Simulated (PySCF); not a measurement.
# One shape, several levels: GaBN2H5F (SMILES B[NH][Ga]([NH2])[F])

Wanted: a comparison of 6 runs (HF/STO-3G, HF/def2-SVP, B3LYP/6-31G*, B3LYP/def2-SVP, PBE/6-31G**, CCSD(T)/6-31G) of GaBN2H5F. 

Program for the calculation: PySCF 2.14.0.

### 1 The structure to begin with

The species is GaBN2H5F (10 atoms), meant as a singlet with charge 0. As SMILES, `B[NH][Ga]([NH2])[F]`. Geometry: a GFN2-xTB relaxation, a rough one for these elements and not checked as a minimum. This is one conformer, not always the lowest.

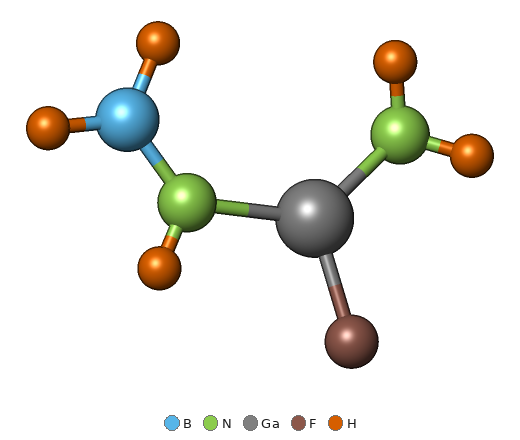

Viewed from a chosen angle; boron blue, nitrogen green, gallium grey, fluorine brown, hydrogen orange.

### 2 Energy and forces at HF/STO-3G (run 1)

Input file job.py:

```python
# B[NH][Ga]([NH2])[F]
import pyscf.grad
from pyscf import gto, scf

mol = gto.M(
    atom='''
B     -1.914650    -0.603930     0.238680
N     -0.698060    -0.927600    -0.358510
Ga     0.949030    -0.041660    -0.367960
N      1.494860     1.601570     0.252290
F      2.127070    -0.972200    -1.279960
H     -1.990410     0.375960     0.877940
H     -2.828790    -1.324140     0.096210
H     -0.647670    -1.781970    -0.906880
H      2.497670     1.690890     0.390450
H      1.010950     1.983080     1.057730
''',
    verbose=4,
    max_memory=1860,
    basis='sto-3g',
    spin=0,
)

hf = scf.RHF(mol)
hf.conv_tol = 1e-10
hf.kernel()
if not hf.converged:
    hf = hf.newton().run(hf.mo_coeff, hf.mo_occ)

etot = hf.e_tot
print('Final energy', etot)
grad = hf.Gradients().kernel()
hf.analyze()
```

Launch:

```console
$ OMP_NUM_THREADS=1 python job.py
```

Log:

```text
PySCF version 2.14.0

[... 73 lines left out ...]
Final energy -2133.7778994243313
[... 20 lines left out ...]
MO #1   energy= -374.65745943155   occ= 2
[... 6 lines left out ...]
MO #8   energy= -15.2652133736504  occ= 2
[... 6 lines left out ...]
MO #15  energy= -1.05985552900533  occ= 2
[... 6 lines left out ...]
MO #22  energy= -0.44025097680593  occ= 2
[... 6 lines left out ...]
MO #29  energy= -0.338442623732159 occ= 2
[... 6 lines left out ...]
MO #36  energy= 0.46914150126371   occ= 0
[... 6 lines left out ...]
MO #43  energy= 0.924335338274131  occ= 0
[... 56 lines left out ...]
Dipole moment(X, Y, Z, Debye):  1.27148,  0.03582,  0.79339
```

Run time: 8.4 s. Hardware: 1 thread of Intel Xeon at 2.50GHz (Skylake/Cascade Lake), shared host; peak memory 0.12 GiB.

### 3 Energy and forces at HF/def2-SVP (run 2)

Input file job.py:

```python
from pyscf import gto, scf

mol = gto.M(
    atom=[
    ('B', (-1.914650, -0.603930, 0.238680)),
    ('N', (-0.698060, -0.927600, -0.358510)),
    ('Ga', (0.949030, -0.041660, -0.367960)),
    ('N', (1.494860, 1.601570, 0.252290)),
    ('F', (2.127070, -0.972200, -1.279960)),
    ('H', (-1.990410, 0.375960, 0.877940)),
    ('H', (-2.828790, -1.324140, 0.096210)),
    ('H', (-0.647670, -1.781970, -0.906880)),
    ('H', (2.497670, 1.690890, 0.390450)),
    ('H', (1.010950, 1.983080, 1.057730)),
],
    charge=0,
    basis='def2-svp',
    max_memory=1860,
    verbose=3,
)

hf = scf.RHF(mol)
hf.conv_tol = 1e-10
hf.kernel()
if not hf.converged:
    hf = hf.newton().run(hf.mo_coeff, hf.mo_occ)

etot = hf.e_tot
print('Final energy', etot)
grad = hf.nuc_grad_method().kernel()
hf.analyze()
```

Launch:

```console
$ OMP_NUM_THREADS=1 python job.py
```

Log:

```text
converged SCF energy = -2158.86860887948
[... 10 lines left out ...]
MO #1   energy= -378.810145230098  occ= 2
[... 13 lines left out ...]
MO #15  energy= -1.24173733465436  occ= 2
[... 13 lines left out ...]
MO #29  energy= -0.534851843879    occ= 2
[... 13 lines left out ...]
MO #43  energy= 0.330756626331205  occ= 0
[... 13 lines left out ...]
MO #57  energy= 0.881963651432013  occ= 0
[... 13 lines left out ...]
MO #71  energy= 1.44397174607749   occ= 0
[... 13 lines left out ...]
MO #85  energy= 2.15181218926012   occ= 0
[... 13 lines left out ...]
MO #99  energy= 2.93578430709784   occ= 0
[... 13 lines left out ...]
MO #113 energy= 3.9353025699525    occ= 0
[... 11 lines left out ...]
Dipole moment(X, Y, Z, Debye):  0.09212,  0.76946,  1.74524
```

It took 38 s on 1 thread of Intel Xeon at 2.50GHz (Skylake/Cascade Lake), shared host; peak memory 0.27 GiB.

Runs 3 to 5 aren't shown in full; the table further down has their settings and results.

### 4 A single-point energy at CCSD(T)/6-31G (run 6)

Input file calc.py:

```python
# B[NH][Ga]([NH2])[F]
from pyscf import gto, cc

molecule = gto.M(
    atom='''
B     -1.914650    -0.603930     0.238680
N     -0.698060    -0.927600    -0.358510
Ga     0.949030    -0.041660    -0.367960
N      1.494860     1.601570     0.252290
F      2.127070    -0.972200    -1.279960
H     -1.990410     0.375960     0.877940
H     -2.828790    -1.324140     0.096210
H     -0.647670    -1.781970    -0.906880
H      2.497670     1.690890     0.390450
H      1.010950     1.983080     1.057730
''',
    max_memory=1860,
    charge=0,
    spin=0,
    basis='6-31g',
    verbose=4,
)

hf = molecule.RHF()
hf.conv_tol = 1e-10
hf.kernel()
if not hf.converged:
    hf = hf.newton().run(hf.mo_coeff, hf.mo_occ)

mycc = cc.CCSD(hf, frozen=13)
mycc.kernel()
e_t = mycc.ccsd_t()
etot = mycc.e_tot + e_t
print(f'total energy: {etot:.8f} hartree')
hf.analyze()
```

Launch:

```console
$ OMP_NUM_THREADS=1 python calc.py
```

Log:

```text
PySCF version 2.14.0

[... 93 lines left out ...]
CCSD converged
[... 14 lines left out ...]
MO #3   energy= -42.5521666838377  occ= 2
[... 9 lines left out ...]
MO #13  energy= -4.53412374182049  occ= 2
[... 9 lines left out ...]
MO #23  energy= -0.659990120246519 occ= 2
[... 9 lines left out ...]
MO #33  energy= 0.0734507530466191 occ= 0
[... 9 lines left out ...]
MO #43  energy= 0.354544721574419  occ= 0
[... 9 lines left out ...]
MO #53  energy= 1.04695740141984   occ= 0
[... 9 lines left out ...]
MO #63  energy= 1.53825959656793   occ= 0
[... 9 lines left out ...]
MO #73  energy= 3.236586102545     occ= 0
[... 86 lines left out ...]
Dipole moment(X, Y, Z, Debye): -0.19856,  0.62939,  2.25408
```

It took 27 s on 1 thread of Intel Xeon at 2.50GHz (Skylake/Cascade Lake), shared host; peak memory 0.29 GiB.

### 5 All runs side by side

```tsv
run	level	Cartesian functions	integration grid	energy (Eh)	dipole moment (D) of the reference	HOMO energy (eV)	LUMO energy (eV)	wall time
1	HF/STO-3G	no	–	-2133.777899	1.50	-8.00	5.96	8.4 s
2	HF/def2-SVP	no	–	-2158.868609	1.91	-11.43	2.49	38 s
3	B3LYP/6-31G* (Cartesian functions)	yes	5	-2161.936483	1.69	-7.49	-1.01	1.8 min
4	B3LYP/def2-SVP	no	5	-2161.794457	1.74	-7.56	-0.91	1.7 min
5	PBE/6-31G** (spherical functions)	no	5	-2161.314221	1.67	-6.35	-1.62	1.9 min
6	CCSD(T)/6-31G	no	–	-2159.540943	2.35	-11.43	2.00	27 s
```

### 6 What came out

| quantity | value |
| --- | --- |
| run 6: total energy | -2159.54094 Eh |
| run 6: dipole moment (Hartree–Fock density) | 2.35 D |
| run 6: HOMO energy (Hartree–Fock orbitals) | -11.43 eV |
| run 6: LUMO energy (Hartree–Fock orbitals) | 2.00 eV |
| run 6: HOMO–LUMO gap (Hartree–Fock orbitals) | 13.43 eV |
| run 6: correlation energy (13 core orbitals frozen) | -626.9 mEh |
| run 6: (T) correction | -11.99 mEh |
| run 6: T1 diagnostic | 0.015 |

**Reading.** Over runs 1, 2, 3, 4, 5 the dipole moment (its size) runs from 1.50 D (HF/STO-3G) to 1.91 D (HF/def2-SVP). Over runs 1, 2, 3, 4, 5 the HOMO–LUMO gap runs from 4.74 eV (PBE/6-31G**) to 13.96 eV (HF/STO-3G). The two ends differ in method and basis. Totals of different functionals can't be ranked against each other. In run 1 the basis is minimal, so the values are rough. All runs together took 6.6 min, the longest 1.9 min.
